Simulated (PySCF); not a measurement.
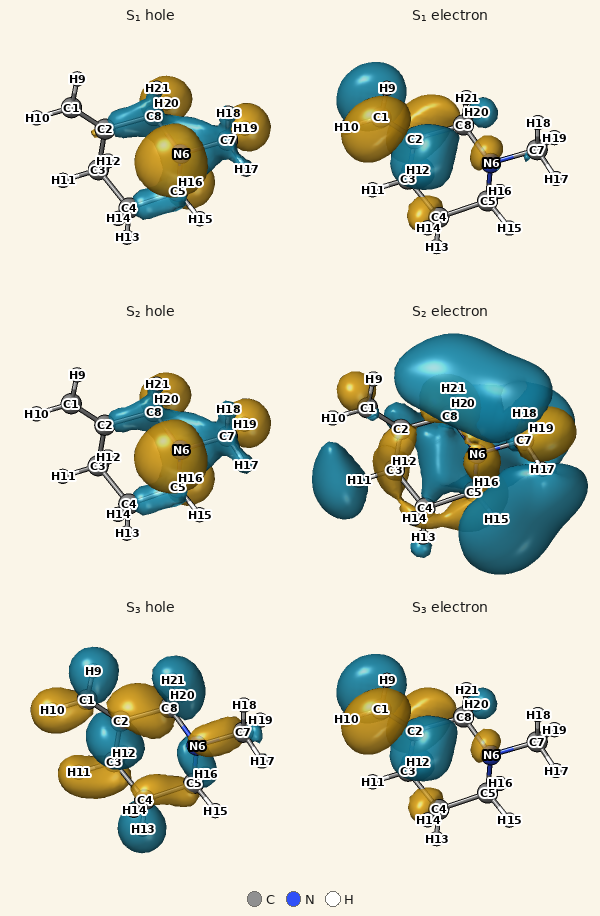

Figure. C$_{7}$H$_{13}$N, SMILES `C=C1CCCN(C)C1`. Leading natural transition orbitals (TDA singlet states).

Method: PBE0/6-31G*; geometry: GFN2-xTB; program: PySCF. No frequency check shows the geometry to be a minimum. Without diffuse functions Rydberg states are missing, so the states' numbers hold for this basis only.

> Describe these excited states.

By state:
- S₁: 5.74 eV (216 nm), f = 0.006, charge transfer, whose energy this functional puts too low; the leading pair carries 100 %; hole on N6 (56 %), C5, C7 and C8 (7 % each) and H16, H19 and H20 (5 % each), electron on C1 (35 %), C2 (31 %) and C8 (5 %); their centroids lie 2.6 Å apart.
- S₂: 7.37 eV (168 nm), f = 0.024; the leading pair carries 100 %; hole on N6 (57 %), C5, C7 and C8 (7 % each) and H16, H19 and H20 (5 % each), electron on H15 (11 %), C7 (11 %) and H21 (10 %); their centroids lie 0.1 Å apart.
- S₃: 8.02 eV (155 nm), f = 0.003; the leading pair carries 99 %; hole on C2 (19 %), C3 (16 %) and C8 (13 %), electron on C1 (36 %) and C2 (32 %); their centroids lie 0.9 Å apart; S₄ lies within 0.1 eV of it.
